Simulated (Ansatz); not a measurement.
# GaSn (hypothetical, Fm-3m): phonons against volume, part 3 of 4

Aim: how the vibrations of GaSn (hypothetical) shift with volume, and the expansion that follows. The crystal structure is hypothetical: it was made by swapping elements on a known structure type.

Ansatz 0.2.0; DFT PBEsol, scalar-relativistic, plane waves, PAW.

So far, highest frequency (cm⁻¹): step 6 (phonons, V/V0 1) 174.

**7. Single point at a scaled cell, V/V0 1.015**

Symmetry fixes every atom, so a single point at the scaled cell gives the energy and pressure of this member.

The cell differs from the one that the last finished run ended in (a 4.020 → 4.040 Å, b 4.020 → 4.040 Å, c 4.020 → 4.040 Å).

Input file input.yaml:

```yaml
crystal:
  lattice:
    - [0.0, 2.8566087038, 2.8566087038]
    - [2.8566087038, 0.0, 2.8566087038]
    - [2.8566087038, 2.8566087038, 0.0]
  atoms:
    - { symbol: Sn, position: [0.5, 0.5, 0.5] }
    - { symbol: Ga, position: [0.0, 0.0, 0.0] }
kpoints:
  mp_grid: { grid: [12, 12, 12] }
hamiltonian:
  xc: pbesol
scf:
  occupations: { method: methfessel_paxton, width: 0.15 }
output:
  forces: true
  stress: true
  eigenvalues: true
```

On the command line:

```sh
> ansatz run input.yaml --threads 4 --pin off --max-ram 8192MiB --backend cpu --events-out ev --progress --plain --runs-dir out
```

Numbers of over 12 decimals in the logs are rounded to 6 here.

The log of the run:

```text
[...]
Crystal: 2 atoms, lattice volume = 46.621 Å³
Basis set: ecut = 420 eV, 941 PW (Γ), exchange–correlation on 60×60×60 points (8 copies of the dense FFT grid, shifted against one another)
Bands: 18, of which v1, the nominal top of the filled ones, is band 14 counted from 1 (13 counted from 0)
Symmetry: 48 space group operations
[...]
k-points: 72 of 1728
[...]
SCF iter   1: F=—  HF=-9692.855969 eV  |F-HF|=—  |Δ(HF+E_count)|=         —  Δρ=2.49e-3  dr2=2.44e-3  ethr=1.77e-3  ⟨swp⟩=5.2  Hψ=6049  notcnv=0
[...]
SCF iter   7: F=-9692.853516 eV  HF=-9692.853516 eV  |F-HF|=4.34e-9  |Δ(HF+E_count)|=   3.36e-7  S|Δr|=    0.00e0  Δρ=6.65e-6  dr2=2.50e-8  ethr=3.70e-10  ⟨swp⟩=4.8  Hψ=5925  notcnv=0
SCF 1 converged in 7 iterations: F = -9692.853516 eV  dr2 = 2.50e-8
[...]
SCF converged after 7 iterations
[...]
Free energy (F): -9692.853516 eV
[...]
Internal energy: -9692.853974 eV  (E = F + TS)
E sigma→0 (E₀):  -9692.853630 eV
Entropy (-TS):   0.000458 eV (0.229 meV/atom)
Fermi energy:    9.820735 eV
[...]
--- Stress (GPa, compression-positive) ---
       -0.779436      -0.000000      -0.000000
       -0.000000      -0.779436       0.000000
        0.000000       0.000000      -0.779436
  P = ⅓ Tr σ = -0.7794 GPa (-7.794 kbar)
--- Band table (eV; the first three rows and the last of 72) ---
  k-point 0: bands = [... 10 lower, -1.1735, 11.1181, 11.1181, 11.1181, 11.5435, 16.7629, 16.7629, 16.7629]
  k-point 1: bands = [... 10 lower, -1.0769, 9.7665, 11.1122, 11.1122, 12.5785, 16.3933, 16.3933, 16.4579]
  k-point 2: bands = [... 10 lower, -0.7869, 8.1237, 11.1142, 11.1142, 13.2016, 15.3775, 15.3775, 15.9135]
  k-point 71: bands = [... 10 lower, 3.3547, 4.2512, 6.3216, 6.3216, 13.4811, 13.8478, 17.1176, 17.1176]
```

Elapsed: 0.96 s, on 4 threads of Arm Neoverse V2, shared host; peak memory 0.38 GiB; 3.2 s of CPU time.

This step gave:

* pressure: -0.7794 GPa
* volume per atom: 23.31 Å³

The run ends at a pressure of -0.78 GPa.

**8. Lattice dynamics at this volume, V/V0 1.015**

The same q-mesh and k-mesh are kept at every volume, so that much of their error can cancel in the differences.

input.yaml, the sections that differ from step 7:

```yaml
output:
  eigenvalues: true
phonons:
  method: dfpt
  qmesh: [4, 4, 4]
  temperatures: { t_max: 1000, t_step: 50 }
  qpath:
    path:
      - [[0.0, 0.0, 0.0], [0.5, 0.0, 0.5], [0.625, 0.25, 0.625]]
      - [[0.375, 0.375, 0.75], [0.0, 0.0, 0.0], [0.5, 0.5, 0.5], [0.5, 0.25, 0.75], [0.5, 0.0, 0.5]]
    npoints: 10
# crystal, kpoints, hamiltonian, scf: as in step 7
```

The log of the run:

```text
[...]
Crystal: 2 atoms, lattice volume = 46.621 Å³
Basis set: ecut = 420 eV, 941 PW (Γ), exchange–correlation on 60×60×60 points (8 copies of the dense FFT grid, shifted against one another)
Bands: 18, of which v1, the nominal top of the filled ones, is band 14 counted from 1 (13 counted from 0)
Symmetry: 48 space group operations
k-points: 72 of 1728
[...]
k-point 71: bands = [... 10 lower, 3.3547, 4.2511, 6.3216, 6.3216, 13.4810, 13.8478, 17.1175, 17.1175]
[...]
ASR residual: 5.313e-5 → 0.000e0 eV/Å²; symmetrization residual: 6.150e-6 eV/Å²
  ASR residual per site (eV/Å²): 5.31e-5 1.58e-5
  Γ frequencies (cm⁻¹): 0.00 0.00 0.00 140.76 140.76 140.76
--- Phonons (arbitrary-q DFPT): 8 irreducible q on the 4×4×4 mesh ---
[...]
interpolated dispersion: 62 rows × 6 modes
[...]
[key lines of the parts left out:]
SCF converged after 10 iterations
Free energy (F): -9692.853516 eV
Fermi energy:    9.820699 eV
```

Elapsed: 5.3 min, on 4 threads; peak memory 3.5 GiB.

The lowest solved frequency is -16.8 cm⁻¹, so the cell is unstable here and gives no valid free energy. The highest zone-centre mode (no LO–TO term) moved by -3.3 % for a volume change of +1.5 %.

**9. A cell at another volume, V/V0 0.985**

Symmetry fixes every atom, so a single point at the scaled cell gives the energy and pressure of this member.

The cell differs from the one that the last finished run ended in (a 4.040 → 4.000 Å, b 4.040 → 4.000 Å, c 4.040 → 4.000 Å).

input.yaml, the sections that differ from step 8:

```yaml
crystal:
  lattice:
    - [0.0, 2.8281828508, 2.8281828508]
    - [2.8281828508, 0.0, 2.8281828508]
    - [2.8281828508, 2.8281828508, 0.0]
  atoms:
    - { symbol: Sn, position: [0.5, 0.5, 0.5] }
    - { symbol: Ga, position: [0.0, 0.0, 0.0] }
output:
  forces: true
  stress: true
  eigenvalues: true
# kpoints, hamiltonian, scf: as in step 8
# phonons: removed
```

The log of the run:

```text
[...]
Crystal: 2 atoms, lattice volume = 45.243 Å³
Basis set: ecut = 420 eV, 893 PW (Γ), exchange–correlation on 54×54×54 points (8 copies of the dense FFT grid, shifted against one another)
Bands: 18, of which v1, the nominal top of the filled ones, is band 14 counted from 1 (13 counted from 0)
Symmetry: 48 space group operations
[...]
k-points: 72 of 1728
[...]
--- Band table (eV; the first three rows and the last of 72) ---
  k-point 0: bands = [... 10 lower, -0.9666, 11.5724, 11.5724, 11.5724, 12.2827, 17.2479, 17.2479, 17.2479]
  k-point 1: bands = [... 10 lower, -0.8675, 10.2768, 11.5653, 11.5653, 13.2444, 16.9218, 16.9534, 16.9534]
  k-point 2: bands = [... 10 lower, -0.5700, 8.5872, 11.5656, 11.5656, 13.8410, 15.9115, 15.9115, 16.4808]
  k-point 71: bands = [... 10 lower, 3.7466, 4.6133, 6.6179, 6.6179, 14.0468, 14.3877, 17.6019, 17.6019]
[key lines of the parts left out:]
SCF converged after 6 iterations
Free energy (F): -9692.853306 eV
Fermi energy:    10.249757 eV
P = ⅓ Tr σ = 0.8899 GPa (8.899 kbar)
```

It took 0.84 s on 4 threads; peak memory 0.37 GiB.

The run ends at a pressure of 0.89 GPa.

**10. Lattice dynamics at this volume, V/V0 0.985**

Phonons at this volume give one point of F(V, T); meshes stay fixed along the series.

input.yaml, the sections that differ from step 9:

```yaml
output:
  eigenvalues: true
phonons:
  method: dfpt
  qmesh: [4, 4, 4]
  temperatures: { t_max: 1000, t_step: 50 }
  qpath:
    path:
      - [[0.0, 0.0, 0.0], [0.5, 0.0, 0.5], [0.625, 0.25, 0.625]]
      - [[0.375, 0.375, 0.75], [0.0, 0.0, 0.0], [0.5, 0.5, 0.5], [0.5, 0.25, 0.75], [0.5, 0.0, 0.5]]
    npoints: 10
# crystal, kpoints, hamiltonian, scf: as in step 9
```

The log of the run:

```text
[...]
Crystal: 2 atoms, lattice volume = 45.243 Å³
Basis set: ecut = 420 eV, 893 PW (Γ), exchange–correlation on 54×54×54 points (8 copies of the dense FFT grid, shifted against one another)
Bands: 18, of which v1, the nominal top of the filled ones, is band 14 counted from 1 (13 counted from 0)
Symmetry: 48 space group operations
k-points: 72 of 1728
[...]
k-point 71: bands = [... 10 lower, 3.7466, 4.6134, 6.6179, 6.6179, 14.0468, 14.3878, 17.6019, 17.6019]
[...]
ASR residual: 9.128e-5 → 0.000e0 eV/Å²; symmetrization residual: 1.389e-5 eV/Å²
  ASR residual per site (eV/Å²): 9.13e-5 8.49e-5
  Γ frequencies (cm⁻¹): 0.00 0.00 0.00 150.41 150.41 150.41
--- Phonons (arbitrary-q DFPT): 8 irreducible q on the 4×4×4 mesh ---
[...]
interpolated dispersion: 62 rows × 6 modes
[...]
[key lines of the parts left out:]
SCF converged after 9 iterations
Free energy (F): -9692.853306 eV
Fermi energy:    10.249787 eV
```

The job ended after 5.2 min (4 threads; peak memory 3.4 GiB).

No LO-TO term. Phonon branches along the path, in cm⁻¹:

| point | branch 1 | branch 2 | branch 3 | branch 4 | branch 5 | branch 6 |
| --- | --- | --- | --- | --- | --- | --- |
| Γ | 0 | 0 | 0 | 150 | 150 | 150 |
| X | -21 | -21 | 24 | 162 | 162 | 179 |
| U | 38 | 43 | 56 | 144 | 147 | 171 |
| jump to K | 38 | 43 | 56 | 144 | 147 | 171 |
| Γ | 0 | 0 | 0 | 150 | 150 | 150 |
| L | 74 | 74 | 97 | 109 | 109 | 125 |
| W | 6 | 6 | 91 | 119 | 168 | 168 |
| X | -21 | -21 | 24 | 162 | 162 | 179 |

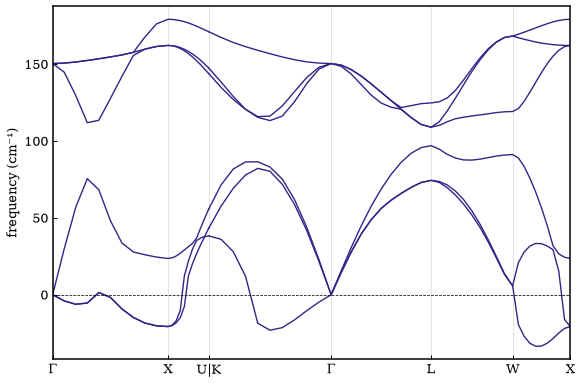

Phonon branches along the path.

The lowest solved frequency is -20.7 cm⁻¹, so the cell is unstable here and gives no valid free energy. The highest zone-centre mode (no LO–TO term) moved by +3.3 % for a volume change of -1.5 %.

**11. A cell at another volume, V/V0 1.03**

Symmetry fixes every atom, so a single point at the scaled cell gives the energy and pressure of this member.

The cell differs from the one that the last finished run ended in (a 4.000 → 4.060 Å, b 4.000 → 4.060 Å, c 4.000 → 4.060 Å).

input.yaml, the sections that differ from step 10:

```yaml
crystal:
  lattice:
    - [0.0, 2.8706119114, 2.8706119114]
    - [2.8706119114, 0.0, 2.8706119114]
    - [2.8706119114, 2.8706119114, 0.0]
  atoms:
    - { symbol: Sn, position: [0.5, 0.5, 0.5] }
    - { symbol: Ga, position: [0.0, 0.0, 0.0] }
output:
  forces: true
  stress: true
  eigenvalues: true
# kpoints, hamiltonian, scf: as in step 10
# phonons: removed
```

The log of the run:

```text
[...]
Crystal: 2 atoms, lattice volume = 47.310 Å³
Basis set: ecut = 420 eV, 941 PW (Γ), exchange–correlation on 60×60×60 points (8 copies of the dense FFT grid, shifted against one another)
Bands: 18, of which v1, the nominal top of the filled ones, is band 14 counted from 1 (13 counted from 0)
Symmetry: 48 space group operations
[...]
k-points: 72 of 1728
[...]
--- Band table (eV; the first three rows and the last of 72) ---
  k-point 0: bands = [... 10 lower, -1.2724, 10.9010, 10.9010, 10.9010, 11.1909, 16.5309, 16.5309, 16.5309]
  k-point 1: bands = [... 10 lower, -1.1770, 9.5186, 10.8956, 10.8956, 12.2647, 16.1247, 16.1247, 16.2339]
  k-point 2: bands = [... 10 lower, -0.8907, 7.9002, 10.8984, 10.8984, 12.8966, 15.1217, 15.1217, 15.6414]
  k-point 71: bands = [... 10 lower, 3.1670, 4.0781, 6.1802, 6.1802, 13.2107, 13.5900, 16.8851, 16.8851]
[key lines of the parts left out:]
SCF converged after 7 iterations
Free energy (F): -9692.848614 eV
Fermi energy:    9.615401 eV
P = ⅓ Tr σ = -1.4908 GPa (-14.908 kbar)
```

Wall time 0.97 s (4 threads); peak memory 0.38 GiB; 3.2 s of CPU time.

The run ends at a pressure of -1.49 GPa.

**12. Lattice dynamics at this volume, V/V0 1.03**

The same q-mesh and k-mesh are kept at every volume, so that much of their error can cancel in the differences.

input.yaml, the sections that differ from step 11:

```yaml
output:
  eigenvalues: true
phonons:
  method: dfpt
  qmesh: [4, 4, 4]
  temperatures: { t_max: 1000, t_step: 50 }
  qpath:
    path:
      - [[0.0, 0.0, 0.0], [0.5, 0.0, 0.5], [0.625, 0.25, 0.625]]
      - [[0.375, 0.375, 0.75], [0.0, 0.0, 0.0], [0.5, 0.5, 0.5], [0.5, 0.25, 0.75], [0.5, 0.0, 0.5]]
    npoints: 10
# crystal, kpoints, hamiltonian, scf: as in step 11
```

The log of the run:

```text
[...]
Crystal: 2 atoms, lattice volume = 47.310 Å³
Basis set: ecut = 420 eV, 941 PW (Γ), exchange–correlation on 60×60×60 points (8 copies of the dense FFT grid, shifted against one another)
Bands: 18, of which v1, the nominal top of the filled ones, is band 14 counted from 1 (13 counted from 0)
Symmetry: 48 space group operations
k-points: 72 of 1728
[...]
k-point 71: bands = [... 10 lower, 3.1670, 4.0780, 6.1801, 6.1801, 13.2106, 13.5900, 16.8851, 16.8851]
[...]
ASR residual: 5.037e-5 → 0.000e0 eV/Å²; symmetrization residual: 9.767e-6 eV/Å²
  ASR residual per site (eV/Å²): 5.04e-5 1.40e-5
  Γ frequencies (cm⁻¹): 0.00 0.00 0.00 136.04 136.04 136.04
--- Phonons (arbitrary-q DFPT): 8 irreducible q on the 4×4×4 mesh ---
[...]
interpolated dispersion: 62 rows × 6 modes
[...]
[key lines of the parts left out:]
SCF converged after 10 iterations
Free energy (F): -9692.848614 eV
Fermi energy:    9.615361 eV
```

Elapsed: 5.5 min, on 4 threads; peak memory 3.5 GiB.

The lowest solved frequency is -14.6 cm⁻¹, so the cell is unstable here and gives no valid free energy. The highest zone-centre mode (no LO–TO term) moved by -6.5 % for a volume change of +3.0 %.

**13. A cell at another volume, V/V0 0.97**

Symmetry fixes every atom, so a single point at the scaled cell gives the energy and pressure of this member.

The cell differs from the one that the last finished run ended in (a 4.060 → 3.979 Å, b 4.060 → 3.979 Å, c 4.060 → 3.979 Å).

input.yaml, the sections that differ from step 12:

```yaml
crystal:
  lattice:
    - [0.0, 2.8137530954, 2.8137530954]
    - [2.8137530954, 0.0, 2.8137530954]
    - [2.8137530954, 2.8137530954, 0.0]
  atoms:
    - { symbol: Sn, position: [0.5, 0.5, 0.5] }
    - { symbol: Ga, position: [0.0, 0.0, 0.0] }
output:
  forces: true
  stress: true
  eigenvalues: true
# kpoints, hamiltonian, scf: as in step 12
# phonons: removed
```

The log of the run:

```text
[...]
Crystal: 2 atoms, lattice volume = 44.554 Å³
Basis set: ecut = 420 eV, 893 PW (Γ), exchange–correlation on 54×54×54 points (8 copies of the dense FFT grid, shifted against one another)
Bands: 18, of which v1, the nominal top of the filled ones, is band 14 counted from 1 (13 counted from 0)
Symmetry: 48 space group operations
[...]
k-points: 72 of 1728
[...]
--- Band table (eV; the first three rows and the last of 72) ---
  k-point 0: bands = [... 10 lower, -0.8582, 11.8101, 11.8101, 11.8101, 12.6707, 17.5015, 17.5015, 17.5015]
  k-point 1: bands = [... 10 lower, -0.7578, 10.5399, 11.8027, 11.8027, 13.5978, 17.1634, 17.2456, 17.2456]
  k-point 2: bands = [... 10 lower, -0.4565, 8.8279, 11.8021, 11.8021, 14.1760, 16.1906, 16.1906, 16.7765]
  k-point 71: bands = [... 10 lower, 3.9515, 4.8032, 6.7732, 6.7732, 14.3431, 14.6708, 17.8549, 17.8549]
[key lines of the parts left out:]
SCF converged after 6 iterations
Free energy (F): -9692.847410 eV
Fermi energy:    10.472381 eV
P = ⅓ Tr σ = 1.8710 GPa (18.710 kbar)
```

It took 0.89 s on 4 threads; peak memory 0.37 GiB; 2.9 s of CPU time.

The run ends at a pressure of 1.87 GPa.

**14. Lattice dynamics at this volume, V/V0 0.97**

The same q-mesh and k-mesh are kept at every volume, so that much of their error can cancel in the differences.

input.yaml, the sections that differ from step 13:

```yaml
output:
  eigenvalues: true
phonons:
  method: dfpt
  qmesh: [4, 4, 4]
  temperatures: { t_max: 1000, t_step: 50 }
  qpath:
    path:
      - [[0.0, 0.0, 0.0], [0.5, 0.0, 0.5], [0.625, 0.25, 0.625]]
      - [[0.375, 0.375, 0.75], [0.0, 0.0, 0.0], [0.5, 0.5, 0.5], [0.5, 0.25, 0.75], [0.5, 0.0, 0.5]]
    npoints: 10
# crystal, kpoints, hamiltonian, scf: as in step 13
```

The log of the run:

```text
[...]
Crystal: 2 atoms, lattice volume = 44.554 Å³
Basis set: ecut = 420 eV, 893 PW (Γ), exchange–correlation on 54×54×54 points (8 copies of the dense FFT grid, shifted against one another)
Bands: 18, of which v1, the nominal top of the filled ones, is band 14 counted from 1 (13 counted from 0)
Symmetry: 48 space group operations
k-points: 72 of 1728
[...]
k-point 71: bands = [... 10 lower, 3.9515, 4.8032, 6.7732, 6.7732, 14.3431, 14.6709, 17.8549, 17.8549]
[...]
ASR residual: 8.632e-5 → 0.000e0 eV/Å²; symmetrization residual: 1.072e-5 eV/Å²
  ASR residual per site (eV/Å²): 8.63e-5 5.05e-5
  Γ frequencies (cm⁻¹): 0.00 0.00 0.00 155.30 155.30 155.30
--- Phonons (arbitrary-q DFPT): 8 irreducible q on the 4×4×4 mesh ---
[...]
interpolated dispersion: 62 rows × 6 modes
[...]
[key lines of the parts left out:]
SCF converged after 9 iterations
Free energy (F): -9692.847410 eV
Fermi energy:    10.472410 eV
```

The job ended after 5.1 min (4 threads; peak memory 3.3 GiB).

No LO-TO term. The phonon branches at the labelled points (cm⁻¹):

| point | branch 1 | branch 2 | branch 3 | branch 4 | branch 5 | branch 6 |
| --- | --- | --- | --- | --- | --- | --- |
| Γ | 0 | 0 | 0 | 155 | 155 | 155 |
| X | -22 | -22 | 22 | 167 | 167 | 185 |
| U | 37 | 45 | 58 | 149 | 152 | 177 |
| jump to K | 37 | 45 | 58 | 149 | 152 | 177 |
| Γ | 0 | 0 | 0 | 155 | 155 | 155 |
| L | 78 | 78 | 101 | 113 | 113 | 129 |
| W | -5 | -5 | 94 | 123 | 174 | 174 |
| X | -22 | -22 | 22 | 167 | 167 | 185 |

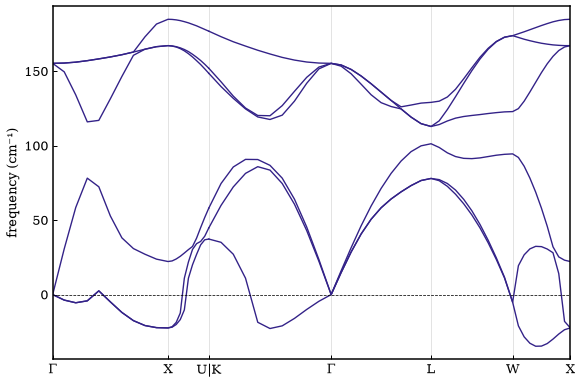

Phonon branches along the path.

The lowest solved frequency is -22.4 cm⁻¹, so the cell is unstable here and gives no valid free energy. The highest zone-centre mode (no LO–TO term) moved by +6.7 % for a volume change of -3.0 %.

(Continued in part 4 of 4.)

[Logs are printed without paths, hosts, clocks, repeated set-up lines and the standing remarks that a program may print on its own settings, such as how far it seeks lower states.]

[Hosts, paths, dates, database ids (printed as entryN), source tags and the programs' standing remarks are cut or masked in the printed files.]

[A step with changed settings may run another functional than the one named; its input shows which.]

[Of the runs on displaced cells, only some may be shown.]
